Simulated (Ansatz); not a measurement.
C₂H₅B (SMILES [CH2][BH-]=C) (charge −1, doublet)

Input

```
crystal:
  periodic: [false, false, false]
  atoms:
    - {symbol: C, position_ang: [-0.475683, 2.702547, 1.860861]}
    - {symbol: C, position_ang: [-0.774777, 0.239030, 0.963315]}
    - {symbol: B, position_ang: [-1.260277, 1.421287, 1.759576]}
    - {symbol: H, position_ang: [-0.790607, 3.589490, 2.429555]}
    - {symbol: H, position_ang: [-2.345637, 1.336675, 2.353476]}
    - {symbol: H, position_ang: [0.494640, 2.839833, 1.356755]}
    - {symbol: H, position_ang: [0.180421, 0.251826, 0.413834]}
    - {symbol: H, position_ang: [-1.313129, -0.714422, 0.861510]}
basis:
  gaussian:
    orbitals: def2-TZVPD
hamiltonian:
  xc: {name: PBE0}
output: {forces: true, orbitals: {seedname: orbitals}}
total_charge: -1
magnetization:
  spin_polarized: true
  initial_magnetization: 1
```

Command:

```sh
ansatz run input.yaml --threads 2 --pin off --max-ram 4350MiB --events-out events.jsonl --progress --plain --runs-dir runs
```

Geometry: PBE0-D3(BJ)/def2-SVPD; the highest occupied orbital lies above zero, a sign that basis and functional describe the outermost electron poorly.

Theory: isolated molecule in a Gaussian basis; Kohn-Sham density functional theory, functional PBE0 (Ansatz 0.2.0).

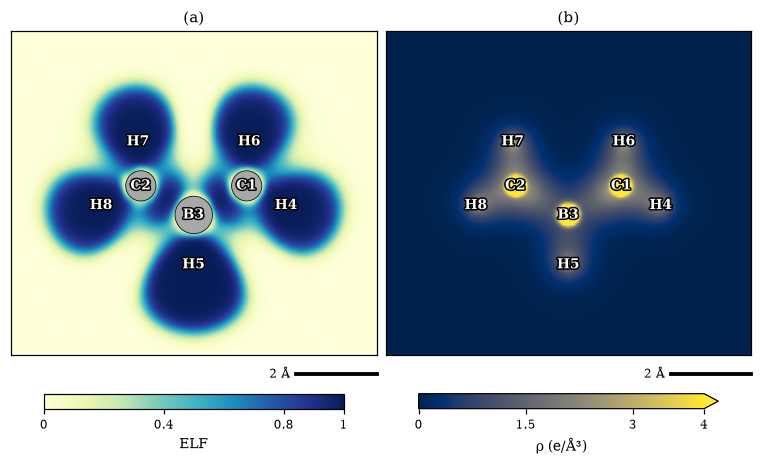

Figure 1. (a) electron localisation function; (b) total electron density on the molecular plane. Grey discs cover the atomic cores in the ELF map.

**Read the bonding off the picture.**

Atoms in the plane: C, B and H. C–B (1.51 Å): ρ at the midpoint is about 1.5 e/Å³; the ELF peaks at about 0.95 between the atoms, as expected for a covalent bond. C–H (1.10 Å): ρ at the midpoint is about 1.9 e/Å³; the ELF climbs to about 1 towards the hydrogen, as it does in any bond to H; an ordinary covalent bond to hydrogen. B–H (1.24 Å): ρ at the midpoint is about 1.1 e/Å³; the ELF climbs to about 1 towards the hydrogen; a covalent bond by its length.

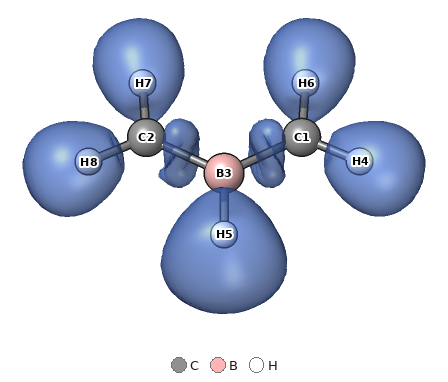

Figure 2. Isosurface of the ELF at 0.85 (blue), seen at a tilt. Core shells and regions of very low density are left out.

**Where are the electrons localised?**

At this value the surface marks out two regions between bonded B–C atoms (shared pairs) and five regions around hydrogen nuclei.

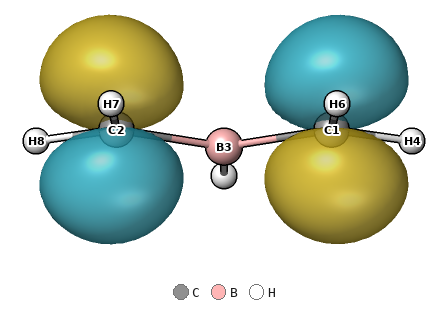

Figure 3. The HOMO (α) at ±0.15 Å⁻³ᐟ² (yellow and cyan are the two phases), seen from one side.

**Describe this orbital and give its energy.**

Its weight (Hirshfeld) is mainly on C1 (about 35 %) and C2 (about 35 %); it changes sign across the molecular plane (π type). Its energy is 0.20 eV.

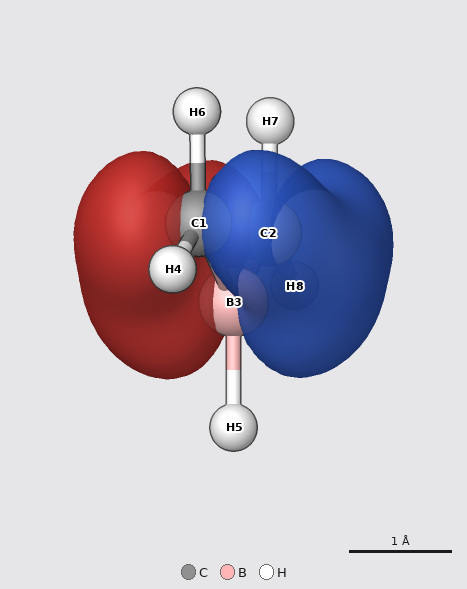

Figure 4. The HOMO (β) at ±0.15 Å⁻³ᐟ² (blue and red are the two phases), seen at an oblique angle.

**Describe this orbital and give its energy.**

By Hirshfeld shares it lies mainly on B3 (about 35 %), C1 (about 25 %) and C2 (about 25 %); it changes sign across the molecular plane (π type); π-bonding across C1–B3 and C2–B3. Its energy is −0.34 eV.
